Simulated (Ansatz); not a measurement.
## Run report: GaSiNH4, molecular dynamics (part 3 of 3)

GaSiNH4; RKS BLYP-D4/def2-SVP (Ansatz 0.2.0). It belongs to a series of runs on one base structure; here: dynamics from the highest image of the converged band.

Geometry of the input (Å):
```
N  -0.1962  -0.3590  -0.8664
Si 0.1784  0.8445  0.6376
Ga 0.4269  -2.1244  -0.2879
H  -1.0293  -0.1129  -1.4213
H  0.4101  0.9490  -0.9389
H  -0.9931  0.7900  1.6066
H  1.2646  -0.0552  1.2246
```

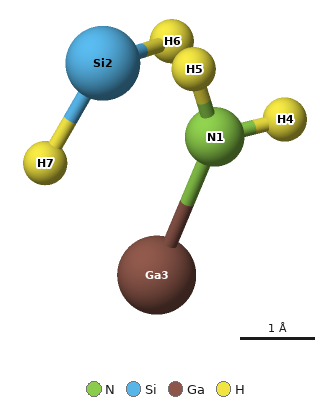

The geometry at step 100 of the log (ball-and-stick view, seen at a tilt; atoms are numbered from 1 in the order of the input).

Trajectory as extended XYZ (Å, eV, eV/Å), 29 of the 201 frames kept, from step=0 to step=200:
```
7
Properties=species:S:1:pos:R:3:forces:R:3 step=0 time_fs=0.0 energy=-61800.20427 temperature=300.0
N    -0.1962   -0.3590   -0.8664   -0.0001  -0.0002  -0.0001
Si    0.1784    0.8445    0.6376    0.0001   0.0000   0.0001
Ga    0.4269   -2.1244   -0.2879    0.0000   0.0001   0.0000
H    -1.0293   -0.1129   -1.4213    0.0000   0.0000   0.0000
H     0.4101    0.9490   -0.9389    0.0000   0.0000   0.0000
H    -0.9931    0.7900    1.6066    0.0000   0.0000   0.0000
H     1.2646   -0.0552    1.2246    0.0000   0.0000   0.0000
7
Properties=species:S:1:pos:R:3:forces:R:3 step=7 time_fs=3.5 energy=-61800.19317 temperature=283.7
N    -0.2076   -0.3594   -0.8599    0.8835   0.6005  -0.0914
Si    0.1829    0.8360    0.6405    0.0142   0.6871  -0.0075
Ga    0.4279   -2.1198   -0.2884    0.0971  -0.2858   0.1234
H    -1.0016   -0.1396   -1.4476   -0.7311   0.1399  -0.3320
H     0.4061    0.8543   -1.0361   -0.1787  -0.8142   0.3630
H    -1.0452    0.8673    1.5551    0.1345  -0.2503   0.0364
H     1.2540   -0.0841    1.2614   -0.2196  -0.0771  -0.0919
7
Properties=species:S:1:pos:R:3:forces:R:3 step=14 time_fs=7.0 energy=-61800.42800 temperature=648.0
N    -0.2133   -0.3540   -0.8558   -0.2469   2.0298  -1.9239
Si    0.1875    0.8305    0.6438   -0.0945   1.5866   1.0023
Ga    0.4291   -2.1158   -0.2887    0.2572  -0.7332   0.3407
H    -1.0348   -0.1568   -1.4930    0.5078  -0.3002   0.8673
H     0.3809    0.6618   -1.1009   -0.2830  -1.7001  -0.3409
H    -1.0829    0.9149    1.5085    0.1431  -0.5331   0.1318
H     1.2193   -0.1241    1.2886   -0.2836  -0.3498  -0.0773
7
Properties=species:S:1:pos:R:3:forces:R:3 step=21 time_fs=10.5 energy=-61800.86615 temperature=1328.5
N    -0.2214   -0.3355   -0.8644   -2.4321  -1.6878   1.0146
Si    0.1917    0.8314    0.6511   -0.0929   1.5115   1.0040
Ga    0.4307   -2.1130   -0.2884    0.3446  -0.8946   0.5958
H    -1.0387   -0.2024   -1.4591   -0.8459  -0.0960   0.1366
H     0.3587    0.3229   -1.2242    3.2873   2.2995  -2.8857
H    -1.1045    0.9012    1.4773    0.1055  -0.6711   0.1655
H     1.1512   -0.2041    1.3073   -0.3665  -0.4614  -0.0309
7
Properties=species:S:1:pos:R:3:forces:R:3 step=29 time_fs=14.5 energy=-61801.33655 temperature=2049.9
N    -0.2421   -0.3165   -0.8738    2.4285   1.7050  -2.9051
Si    0.1964    0.8399    0.6642    0.3728   0.6339   0.1702
Ga    0.4332   -2.1116   -0.2868    0.2193  -0.7224   0.7630
H    -1.1374   -0.2641   -1.3939    0.1423   0.2204   0.1431
H     0.5813    0.0489   -1.6317   -2.8004  -1.0918   2.0295
H    -1.1176    0.7920    1.4624   -0.0575  -0.5696  -0.0317
H     1.0232   -0.3567    1.3214   -0.3049  -0.1756  -0.1689
7
Properties=species:S:1:pos:R:3:forces:R:3 step=36 time_fs=18.0 energy=-61801.24515 temperature=1910.7
N    -0.2452   -0.2894   -0.9020    1.3372   0.0363  -3.5350
Si    0.2019    0.8503    0.6767    0.3784  -0.3216   0.1031
Ga    0.4358   -2.1117   -0.2841    0.0559  -0.3672   0.8992
H    -1.2215   -0.2935   -1.3243    1.1471   0.2094   0.2468
H     0.5404   -0.2584   -1.8228   -2.8611   0.5704   2.8353
H    -1.1331    0.6263    1.4452   -0.0035  -0.2678  -0.3108
H     0.8741   -0.5131    1.3140   -0.0541   0.1405  -0.2386
7
Properties=species:S:1:pos:R:3:forces:R:3 step=43 time_fs=21.5 energy=-61801.20691 temperature=1850.8
N    -0.2383   -0.2610   -0.9551   -1.9304   0.6067   3.5271
Si    0.2088    0.8592    0.6896   -0.0272  -1.4217  -0.0470
Ga    0.4386   -2.1124   -0.2798   -0.0201  -0.2310   1.1459
H    -1.2075   -0.2997   -1.2312   -1.0651   0.1256  -0.0562
H     0.2175   -0.5098   -1.7482    2.5600   0.3345  -3.9597
H    -1.1477    0.4312    1.3927    0.1615   0.2160  -0.4728
H     0.7200   -0.6540    1.2804    0.3213   0.3699  -0.1372
7
Properties=species:S:1:pos:R:3:forces:R:3 step=50 time_fs=25.0 energy=-61800.92848 temperature=1417.0
N    -0.2408   -0.2301   -0.9933   -0.9057  -1.5450  -2.0678
Si    0.2157    0.8624    0.7023   -0.2850  -1.9479  -0.2157
Ga    0.4412   -2.1135   -0.2736   -0.0750   0.0078   0.9324
H    -1.2725   -0.2887   -1.1343    0.2846   0.1751   0.2892
H     0.0545   -0.6923   -1.9422    0.1901   2.1717   1.2540
H    -1.1452    0.2605    1.2881    0.1528   0.6121  -0.3226
H     0.6030   -0.7520    1.2326    0.6382   0.5263   0.1307
7
Properties=species:S:1:pos:R:3:forces:R:3 step=57 time_fs=28.5 energy=-61800.66670 temperature=1017.2
N    -0.2534   -0.2090   -1.0406   -1.2080  -2.0421  -2.7772
Si    0.2215    0.8576    0.7140   -0.2954  -2.0229  -0.5741
Ga    0.4438   -2.1146   -0.2659   -0.1402   0.2413   0.4826
H    -1.3162   -0.2594   -1.0144    1.1799   0.0240  -0.2006
H    -0.0376   -0.6647   -2.0904   -0.1900   2.4436   2.7581
H    -1.1272    0.1592    1.1475   -0.0924   0.7701   0.0312
H     0.5587   -0.7892    1.1990    0.7460   0.5859   0.2800
7
Properties=species:S:1:pos:R:3:forces:R:3 step=64 time_fs=32.0 energy=-61800.89777 temperature=1378.0
N    -0.2747   -0.2027   -1.1049    0.0576   0.2613   6.0156
Si    0.2261    0.8443    0.7233   -0.1629  -1.7050  -1.0334
Ga    0.4461   -2.1153   -0.2574   -0.1754   0.5127   0.1324
H    -1.2583   -0.2272   -0.9116   -1.1022  -0.1142  -0.2554
H    -0.1346   -0.3833   -2.0082    1.1920  -0.0516  -5.3962
H    -1.1211    0.1454    1.0113   -0.4300   0.6385   0.4424
H     0.5996   -0.7596    1.1945    0.6208   0.4584   0.0946
7
Properties=species:S:1:pos:R:3:forces:R:3 step=71 time_fs=35.5 energy=-61801.18492 temperature=1814.1
N    -0.2948   -0.1993   -1.1402    0.8799  -0.2420  -1.3064
Si    0.2299    0.8240    0.7283   -0.1679  -0.9787  -1.2131
Ga    0.4481   -2.1151   -0.2486   -0.2207   0.7575  -0.2027
H    -1.2853   -0.2055   -0.8498   -0.0148   0.0239  -1.0241
H    -0.1478   -0.0401   -2.2488   -0.4477  -0.0498   3.1041
H    -1.1614    0.2048    0.9255   -0.3597   0.3387   0.7031
H     0.7118   -0.6779    1.2018    0.3308   0.1504  -0.0609
7
Properties=species:S:1:pos:R:3:forces:R:3 step=79 time_fs=39.5 energy=-61801.12920 temperature=1730.2
N    -0.3105   -0.1959   -1.1839    0.3910   1.2368  -1.3310
Si    0.2331    0.7960    0.7277   -0.6839  -0.1353  -1.4549
Ga    0.4500   -2.1134   -0.2390   -0.2429   0.7802  -0.4031
H    -1.3213   -0.1778   -0.9150    0.4998   0.0566  -0.8115
H    -0.1968    0.3199   -2.2274   -0.2200  -1.6263   3.3577
H    -1.2488    0.3197    0.9260    0.3212   0.0150   0.7141
H     0.8845   -0.5676    1.2028   -0.0652  -0.3270  -0.0713
7
Properties=species:S:1:pos:R:3:forces:R:3 step=86 time_fs=43.0 energy=-61801.04849 temperature=1612.7
N    -0.3201   -0.1865   -1.2291    0.5737  -3.0184   4.7755
Si    0.2331    0.7706    0.7208   -0.9093   0.1961  -1.5049
Ga    0.4512   -2.1105   -0.2313   -0.2302   0.7589  -0.4718
H    -1.3140   -0.1518   -1.0658   -1.1166  -0.4562   0.3599
H    -0.2542    0.5026   -1.8672    1.3756   3.2307  -3.6592
H    -1.2911    0.4236    1.0148    0.7244  -0.2830   0.5729
H     1.0294   -0.5062    1.1946   -0.4177  -0.4282  -0.0725
7
Properties=species:S:1:pos:R:3:forces:R:3 step=93 time_fs=46.5 energy=-61800.90607 temperature=1385.2
N    -0.3256   -0.1875   -1.2489   -0.2802   3.1710   0.5231
Si    0.2294    0.7459    0.7077   -0.5868   0.2586  -1.1851
Ga    0.4520   -2.1062   -0.2244   -0.2132   0.7548  -0.4277
H    -1.3866   -0.1712   -1.1946    0.9031  -0.3331   0.0891
H    -0.1922    0.8470   -1.7163    0.2168  -3.0511   0.7004
H    -1.2538    0.4951    1.1708    0.6101  -0.5044   0.4050
H     1.1265   -0.4928    1.1777   -0.6498  -0.2959  -0.1048
7
Properties=species:S:1:pos:R:3:forces:R:3 step=100 time_fs=50.0 energy=-61800.86004 temperature=1314.3
N    -0.3321   -0.1687   -1.2599    0.6279   2.8518   1.0477
Si    0.2233    0.7223    0.6895   -0.1683   0.3003  -0.8380
Ga    0.4524   -2.1007   -0.2182   -0.2189   0.7789  -0.4211
H    -1.3831   -0.2272   -1.3076    0.6486   0.1368   0.0984
H    -0.0950    0.9263   -1.5465   -0.5192  -3.3025   0.1127
H    -1.1473    0.5088    1.3737    0.2624  -0.5860   0.1734
H     1.1499   -0.5143    1.1481   -0.6325  -0.1793  -0.1731
7
Properties=species:S:1:pos:R:3:forces:R:3 step=107 time_fs=53.5 energy=-61800.71163 temperature=1092.4
N    -0.3344   -0.1331   -1.2602   -0.3884  -6.4441   3.5446
Si    0.2163    0.7000    0.6680   -0.2141   0.3052  -0.0723
Ga    0.4525   -2.0939   -0.2127   -0.1924   0.6845  -0.4550
H    -1.3212   -0.2712   -1.4131   -0.9066   0.3515  -0.1533
H    -0.0270    0.7244   -1.3884    1.8902   5.7799  -2.4623
H    -1.0074    0.4556    1.5952    0.1389  -0.4748  -0.2306
H     1.1019   -0.5583    1.0989   -0.3275  -0.2022  -0.1711
7
Properties=species:S:1:pos:R:3:forces:R:3 step=114 time_fs=57.0 energy=-61800.93208 temperature=1424.6
N    -0.3343   -0.1281   -1.2356    1.5001   1.4872   1.5683
Si    0.2083    0.6790    0.6461   -0.5031   0.4363   0.3748
Ga    0.4522   -2.0860   -0.2080   -0.2378   0.1677  -0.6049
H    -1.3290   -0.2695   -1.5306    0.5445   0.7497   0.0844
H     0.1475    0.8651   -1.4519   -1.5830  -2.5198  -0.6961
H    -0.8507    0.3486    1.7885    0.0743  -0.1978  -0.7246
H     1.0179   -0.6253    1.0312    0.2050  -0.1235  -0.0019
7
Properties=species:S:1:pos:R:3:forces:R:3 step=121 time_fs=60.5 energy=-61800.98934 temperature=1514.3
N    -0.3243   -0.1183   -1.1970    0.9752   2.3335   0.0367
Si    0.1984    0.6596    0.6257   -0.2384   0.2880   0.5411
Ga    0.4515   -2.0777   -0.2043   -0.2454   0.1431  -0.6144
H    -1.2867   -0.1895   -1.6352    0.8230   0.2655   0.5774
H     0.1898    0.8246   -1.6103   -1.5147  -2.9996   0.4471
H    -0.6878    0.2171    1.8995   -0.2309  -0.0316  -0.9652
H     0.9538   -0.7084    0.9594    0.4313   0.0010  -0.0228
7
Properties=species:S:1:pos:R:3:forces:R:3 step=129 time_fs=64.5 energy=-61800.98009 temperature=1504.3
N    -0.3062   -0.0912   -1.1472   -1.6257  -2.2576   2.7361
Si    0.1863    0.6391    0.6050    0.6430   0.4687   0.2774
Ga    0.4503   -2.0680   -0.2014   -0.3389  -0.3752  -0.8340
H    -1.1709   -0.0746   -1.6808   -1.6380  -0.7515   0.6173
H     0.1139    0.4758   -1.7900    3.1354   2.3737  -2.1298
H    -0.5400    0.0611    1.8914   -0.7932  -0.0435  -0.8507
H     0.9433   -0.7933    0.8789    0.6175   0.5854   0.1836
7
Properties=species:S:1:pos:R:3:forces:R:3 step=136 time_fs=68.0 energy=-61800.93951 temperature=1438.5
N    -0.2982   -0.0772   -1.0932    0.2228   0.2915  -4.1060
Si    0.1783    0.6234    0.5883    1.3384   1.0402   0.3404
Ga    0.4485   -2.0601   -0.2004   -0.4272  -0.5873  -0.7311
H    -1.2075   -0.0477   -1.6310    0.0804  -0.3589   1.3214
H     0.2789    0.3006   -2.0383   -0.8396  -0.8483   3.4228
H    -0.5059   -0.0830    1.7794   -1.1394  -0.2790  -0.4945
H     1.0108   -0.8013    0.8291    0.7646   0.7418   0.2472
7
Properties=species:S:1:pos:R:3:forces:R:3 step=143 time_fs=71.5 energy=-61801.51988 temperature=2331.7
N    -0.2890   -0.0633   -1.0674    0.6960  -0.9532  -2.9697
Si    0.1757    0.6118    0.5733    1.2140   0.9099   1.0375
Ga    0.4461   -2.0532   -0.2005   -0.3436  -0.3562  -0.2169
H    -1.2565   -0.0646   -1.4472    0.3454  -0.0388   0.2466
H     0.3816    0.0659   -1.9558   -1.6112   0.1076   2.4031
H    -0.5982   -0.2570    1.6052   -0.7523  -0.2215  -0.4884
H     1.1633   -0.7258    0.8047    0.4517   0.5521  -0.0122
7
Properties=species:S:1:pos:R:3:forces:R:3 step=150 time_fs=75.0 energy=-61801.32765 temperature=2041.7
N    -0.2796   -0.0564   -1.0593   -3.2256  -0.4792   4.1491
Si    0.1779    0.6038    0.5626    0.5152   0.1861   1.7993
Ga    0.4431   -2.0469   -0.2009   -0.2538  -0.3488   0.3308
H    -1.2743   -0.0899   -1.2353   -0.2308  -0.1030  -1.0089
H     0.3854   -0.1628   -1.6965    3.1765   0.0959  -4.7390
H    -0.7715   -0.4523    1.3746    0.3019   0.2439  -0.3775
H     1.3642   -0.5849    0.7801   -0.2833   0.4051  -0.1538
7
Properties=species:S:1:pos:R:3:forces:R:3 step=157 time_fs=78.5 energy=-61800.83176 temperature=1272.5
N    -0.2822   -0.0563   -1.0334    2.8035  -1.3710  -2.7585
Si    0.1825    0.5968    0.5594    0.0319   0.1598   2.1036
Ga    0.4396   -2.0412   -0.2009   -0.1942  -0.6347   0.5750
H    -1.3064   -0.1285   -1.1320    0.5266  -0.2420  -1.2517
H     0.5387   -0.3402   -1.7662   -3.3354   1.5206   0.9191
H    -0.9133   -0.6219    1.1082    1.0054   0.4537   0.5024
H     1.5343   -0.3975    0.7400   -0.8378   0.1136  -0.0900
7
Properties=species:S:1:pos:R:3:forces:R:3 step=164 time_fs=82.0 energy=-61800.85746 temperature=1305.4
N    -0.2670   -0.0668   -1.0262    0.8639  -1.0586  -2.8861
Si    0.1871    0.5907    0.5649   -0.4199   0.4875   1.8254
Ga    0.4358   -2.0366   -0.1999   -0.0845  -0.7115   0.4867
H    -1.2834   -0.1910   -1.1673    0.5759   0.0318  -0.6391
H     0.3877   -0.3598   -1.7917   -1.1910   1.1999  -0.1531
H    -0.9438   -0.7412    0.9006    1.0916   0.4025   1.3796
H     1.6118   -0.1981    0.6895   -0.8359  -0.3517  -0.0134
7
Properties=species:S:1:pos:R:3:forces:R:3 step=171 time_fs=85.5 energy=-61800.91524 temperature=1395.5
N    -0.2465   -0.0848   -1.0372   -0.6395  -0.8193  -1.1202
Si    0.1899    0.5866    0.5778   -1.2541   0.7794   1.2047
Ga    0.4319   -2.0332   -0.1982   -0.0433  -0.4470   0.1250
H    -1.2157   -0.2506   -1.2720   -1.0425   0.2269   0.4643
H     0.1461   -0.2602   -1.9123    1.9049   0.6134  -2.2792
H    -0.8456   -0.8114    0.8468    1.1212   0.4669   1.5047
H     1.5992   -0.0401    0.6379   -0.0468  -0.8202   0.1007
7
Properties=species:S:1:pos:R:3:forces:R:3 step=179 time_fs=89.5 energy=-61801.12898 temperature=1732.3
N    -0.2296   -0.1143   -1.0717   -0.3961  -1.1334  -6.0283
Si    0.1868    0.5861    0.5988   -1.2598   1.1918   0.4904
Ga    0.4274   -2.0302   -0.1959    0.1267  -0.3737  -0.2609
H    -1.2333   -0.2844   -1.3274    0.3094   0.3618   0.9665
H     0.0818   -0.0599   -2.2132    0.0124   0.4696   3.8618
H    -0.5809   -0.8277    0.9907    0.5995   0.2855   0.8610
H     1.5829    0.0264    0.5926    0.6079  -0.8016   0.1095
7
Properties=species:S:1:pos:R:3:forces:R:3 step=186 time_fs=93.0 energy=-61801.94314 temperature=2982.5
N    -0.2175   -0.1499   -1.1498   -1.0840  -0.7304   0.5049
Si    0.1788    0.5907    0.6194    0.0803   0.7733  -0.3417
Ga    0.4236   -2.0283   -0.1944    0.3084  -0.3521  -0.3690
H    -1.2397   -0.2738   -1.2677    0.0363   0.1403   0.2148
H     0.0466    0.1792   -2.0775    0.7958   0.3542  -0.0966
H    -0.2731   -0.8071    1.2273   -0.1408  -0.0747   0.0937
H     1.6302   -0.0103    0.5657    0.0041  -0.1106  -0.0062
7
Properties=species:S:1:pos:R:3:forces:R:3 step=193 time_fs=96.5 energy=-61801.66467 temperature=2553.3
N    -0.2143   -0.1943   -1.2259   -0.1527  -0.0889   1.8998
Si    0.1710    0.5983    0.6389    1.0849  -0.1364  -0.2432
Ga    0.4204   -2.0270   -0.1935    0.4729  -0.3689  -0.3846
H    -1.2392   -0.2421   -1.1847   -0.2197   0.2794  -0.7019
H     0.0991    0.4923   -1.9333   -0.0936  -0.3220   0.0705
H     0.0210   -0.7879    1.4766   -0.6367   0.1661  -0.5152
H     1.6804   -0.0614    0.5380   -0.4551   0.4707  -0.1253
7
Properties=species:S:1:pos:R:3:forces:R:3 step=200 time_fs=100.0 energy=-61800.80891 temperature=1237.9
N    -0.2139   -0.2388   -1.2840    0.3432   3.0174   0.5579
Si    0.1676    0.6056    0.6575    1.4558  -0.6894   0.1697
Ga    0.4179   -2.0262   -0.1932    0.4547  -0.2469  -0.2693
H    -1.2544   -0.1799   -1.1755    0.3805   0.2302  -0.8373
H     0.1528    0.7585   -1.8222   -1.2674  -3.3452   1.4708
H     0.2422   -0.7509    1.6672   -0.9312   0.3474  -0.8940
H     1.6820   -0.0610    0.4962   -0.4355   0.6864  -0.1978
```

Summary:

| quantity | value |
| --- | --- |
| outcome | finished |
| mean temperature over the second half | 1732 K |
| trajectory | 200 steps, 100 fs |
| ensemble | nve |
| temperature in the input | 300.0 K |
| time step | 0.5 fs |
| potential energy (last step) | −61800.8092 eV |
| mean-field energy (last step) | −61800.4140 eV |
| largest force (length of the vector) (last step) | 3.868 eV/Å |
| hardware | 2 threads of Intel Xeon @ 2.50GHz (Skylake/Cascade Lake), 128 GiB of memory available, shared host |
| wall time | 4.8 min (CPU time 9 min) |
| peak memory | 0.13 GiB |

Remarks:

So short a trajectory is not equilibrated.
